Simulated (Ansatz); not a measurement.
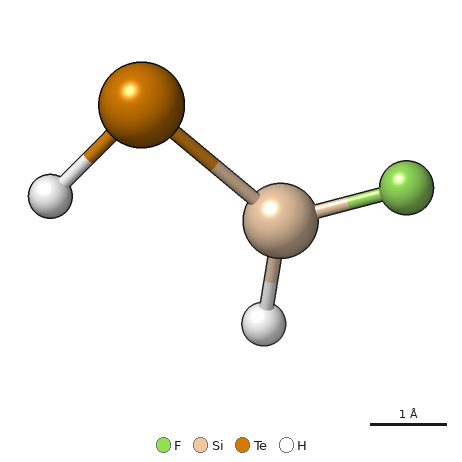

The picture shows the input geometry.

Ansatz 0.2.0 input:

```yaml
crystal:
  periodic: [false, false, false]
  atoms:
    - {symbol: F, position_ang: [-0.052603, -2.237298, -0.799702]}
    - {symbol: Si, position_ang: [-0.322545, -0.633995, -0.179522]}
    - {symbol: Te, position_ang: [1.762963, 0.978980, 0.083756]}
    - {symbol: H, position_ang: [-1.901634, -0.318139, 0.176061]}
    - {symbol: H, position_ang: [0.513819, 2.210452, 0.719408]}
basis:
  gaussian: {orbitals: def2-SVP}
total_charge: 1
hamiltonian: {xc: pbe, dispersion: d4}
relax: {f_tol: 0.03, max_steps: 250}
```

Command:

```sh
ansatz run in.yaml --threads 2 --pin off --events-out ev --progress --plain --max-ram 4352MiB
```

What the program printed (its end):

```
mean field -17901.97004591 eV, -657.8852647959 hartree, gradient 1.3e-5 eV, S^2 0.000000; 1 other end points of the search recorded, 0 dependent functions left out
the calculation of the forces begins
reference -17901.97007273 eV, -657.8852657818 hartree; 24, 24 occupied and 44, 44 virtual orbitals, 780 factors
Total energy: -17902.07170590 eV, -657.8890007317 hartree
Atom 0 at    -0.035839    -2.036917    -0.729900 Å, force    -0.000248    -0.008987    -0.003209 eV/Å
Atom 1 at    -0.303957    -0.565313    -0.157595 Å, force    -0.008538     0.006098     0.003510 eV/Å
Atom 2 at     1.591982     0.881281     0.074623 Å, force     0.004884     0.006697     0.001671 eV/Å
Atom 3 at    -1.737039    -0.297183     0.158442 Å, force     0.006998     0.002689    -0.000100 eV/Å
Atom 4 at     0.484854     2.018132     0.654430 Å, force    -0.003096    -0.006496    -0.001873 eV/Å
Dipole moment:    -0.586013     0.120147     0.133025 e Å
```
